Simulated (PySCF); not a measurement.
Molecule: SMILES F[SiH](F)CC[SiH](F)F, singlet. Atoms near the plane z = 0.0 Å, at the CAM-B3LYP/def2-SVP optimised geometry (x, y, z in Å): Si6 (-0.6, 0.8, 0.0), F7 (1.0, 0.8, 0.0), H11 (-1.0, -2.2, -0.4), H14 (-1.0, 2.2, 0.0).

Level of theory: CAM-B3LYP/def2-TZVP (PySCF). Cells within 0.4 Å of a nucleus heavier than hydrogen are left out (blank, or x). The values are rescaled to run from 0 to 1.

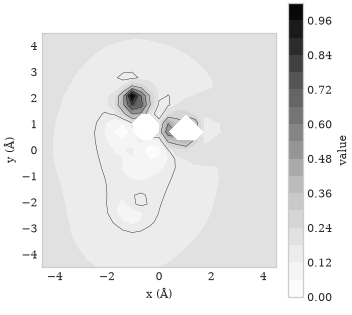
a field on the plane z = 0.0 Å.

**Question.** Which quantity is mapped?
(A) Laplacian of the electron density
(B) deformation density (molecule minus spherical neutral atoms)
(C) an orbital amplitude
(D) electrostatic potential

**Answer.** B, deformation density (molecule minus spherical neutral atoms). In full: deformation density (molecule minus spherical neutral atoms) (e/bohr³).
